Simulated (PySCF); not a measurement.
# NMR shielding calculation, with input and output: C2H8N2Si

- system: C2H8N2Si, SMILES C=C[SiH](N)N
- method: GIAO B97-2/pcSseg-2 NMR shielding, non-relativistic, gas phase (PySCF 2.14.0)

The geometry comes from this level: PBE0-D3(BJ)/def2-SVP. Figures and captions count atoms from 1; the log counts them from 0 in places.

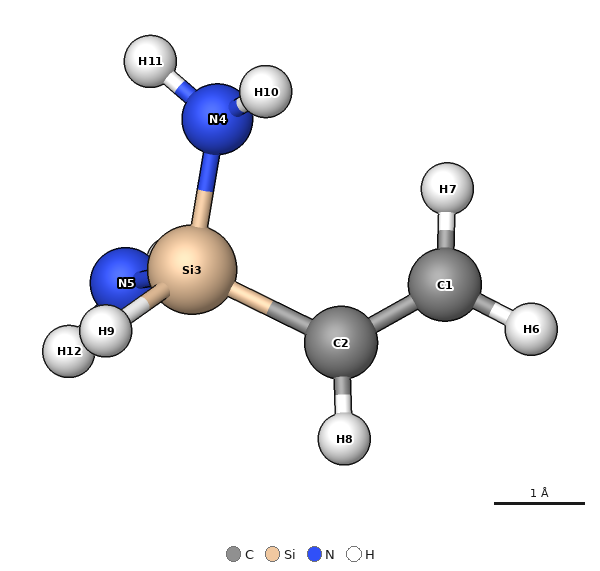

*The structure as given in the input (ball-and-stick view, seen at a tilt; atoms are numbered from 1 in the order of the input).*

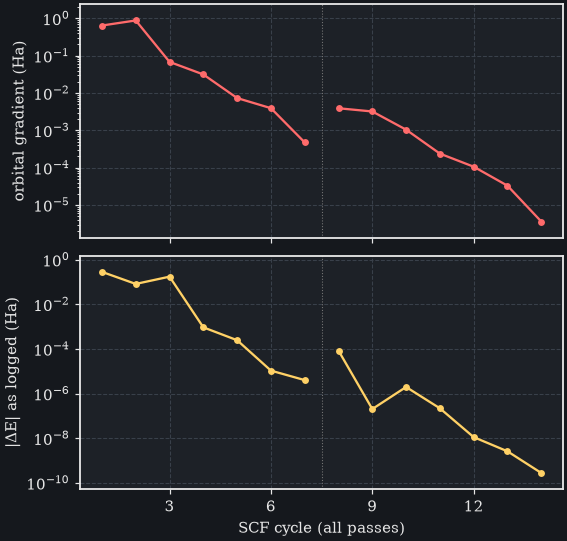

*Convergence of the self-consistent field: orbital gradient and size of the energy change against the SCF cycle. The dotted line marks the change from a coarse to the final integration grid.*

The first 7 cycles use a coarse grid, the final grid takes over at cycle 8, and the field converges after 14 cycles in all.

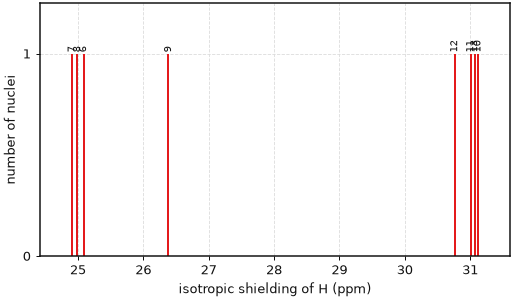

*Isotropic shieldings of the hydrogen nuclei in this fixed geometry, labelled by atom number; shielding grows to the right, so chemical shift grows to the left.*

The least shielded is H7 (24.9 ppm), the most shielded H10 (31.1 ppm).

The input and output of the run follow.

### Input
```
{"job": {"kind": "nmr", "xc": "B97-2", "basis": "pcSseg-2", "pop": false}, "charge": 0, "multiplicity": 1}
C      1.717036     0.252090     1.174670
C      1.338735    -0.274624     0.003196
Si    -0.451869    -0.428352    -0.533965
N     -1.375656    -0.349180     0.926679
N     -1.067744     0.811046    -1.571872
H      2.769886     0.356401     1.462371
H      0.976080     0.607911     1.900114
H      2.127164    -0.606790    -0.686889
H     -0.571747    -1.669936    -1.369857
H     -1.104491    -0.907928     1.727731
H     -2.384663    -0.279613     0.853564
H     -1.020532     0.683595    -2.575608
H     -0.947596     1.786024    -1.319967
```

The first line tells a small driver script what to run in PySCF; the rest is the geometry in Å.

Run as:
```bash
OMP_NUM_THREADS=1 python <driver script> task.json out
```

### What the program printed
```
coarse grid: 10880 points
cycle   1  E = -480.0088710320  dE =  2.830e-01  |g| = 6.423e-01  |ddm| = 2.506e+00
cycle   2  E = -479.9273245746  dE =  8.155e-02  |g| = 8.787e-01  |ddm| = 1.079e+00
cycle   3  E = -480.1002011989  dE = -1.729e-01  |g| = 6.804e-02  |ddm| = 6.858e-01
cycle   4  E = -480.1011254168  dE = -9.242e-04  |g| = 3.140e-02  |ddm| = 7.210e-02
cycle   5  E = -480.1013703823  dE = -2.450e-04  |g| = 7.321e-03  |ddm| = 2.462e-02
cycle   6  E = -480.1013810220  dE = -1.064e-05  |g| = 3.922e-03  |ddm| = 7.980e-03
cycle   7  E = -480.1013850119  dE = -3.990e-06  |g| = 4.742e-04  |ddm| = 2.808e-03
final grid: 99304 points
cycle   8  E = -480.1042005372  dE = -8.355e-05  |g| = 3.903e-03  |ddm| = 4.033e-02
cycle   9  E = -480.1042003354  dE =  2.018e-07  |g| = 3.200e-03  |ddm| = 4.730e-03
cycle  10  E = -480.1042022986  dE = -1.963e-06  |g| = 1.042e-03  |ddm| = 2.593e-03
cycle  11  E = -480.1042025161  dE = -2.175e-07  |g| = 2.377e-04  |ddm| = 7.686e-04
cycle  12  E = -480.1042025273  dE = -1.112e-08  |g| = 1.060e-04  |ddm| = 2.000e-04
cycle  13  E = -480.1042025298  dE = -2.570e-09  |g| = 3.288e-05  |ddm| = 8.060e-05
cycle  14  E = -480.1042025301  dE = -2.753e-10  |g| = 3.603e-06  |ddm| = 2.483e-05
converged SCF energy = -480.1042025301

GIAO shielding tensors (ppm)
atom      isotropic    diamagn.    paramagn.     s11        s22        s33       span
  0 C       42.484     252.877    -210.394    -85.945     46.600    166.796    252.740
  1 C       34.673     257.214    -222.541    -88.994     27.886    165.128    254.122
  2 Si     382.672     877.107    -494.435    351.922    376.940    419.153     67.231
  3 N      241.500     316.751     -75.251    204.887    249.249    270.365     65.477
  4 N      237.043     319.289     -82.246    209.827    241.391    259.910     50.083
  5 H       25.085      29.219      -4.134     22.267     24.648     28.340      6.073
  6 H       24.908      32.682      -7.773     21.404     23.829     29.492      8.088
  7 H       24.991      31.197      -6.206     22.346     25.507     27.119      4.773
  8 H       26.384      29.902      -3.518     23.613     24.209     31.331      7.718
  9 H       31.118      32.424      -1.306     24.324     27.331     41.699     17.375
 10 H       31.007      30.907       0.100     24.413     27.451     41.157     16.744
 11 H       30.762      31.094      -0.332     24.560     26.227     41.497     16.937
 12 H       31.067      32.270      -1.203     24.818     27.519     40.865     16.046
```

### Key numbers

```json
{"quantity": "outcome", "value": "converged"}
{"quantity": "total energy", "value": "−480.104203 hartree"}
{"quantity": "HOMO", "value": "−6.96 eV"}
{"quantity": "LUMO", "value": "−0.47 eV"}
{"quantity": "dipole moment", "value": "0.34 D"}
{"quantity": "isotropic shielding, C", "value": "34.7 to 42.5 ppm"}
{"quantity": "isotropic shielding, Si", "value": "382.7 ppm"}
{"quantity": "isotropic shielding, N", "value": "237.0 to 241.5 ppm"}
{"quantity": "isotropic shielding, H", "value": "24.9 to 31.1 ppm"}
{"quantity": "hardware", "value": "1 CPU thread, shared host"}
{"quantity": "wall time", "value": "78 s"}
{"quantity": "peak memory", "value": "1.2 GiB"}
```
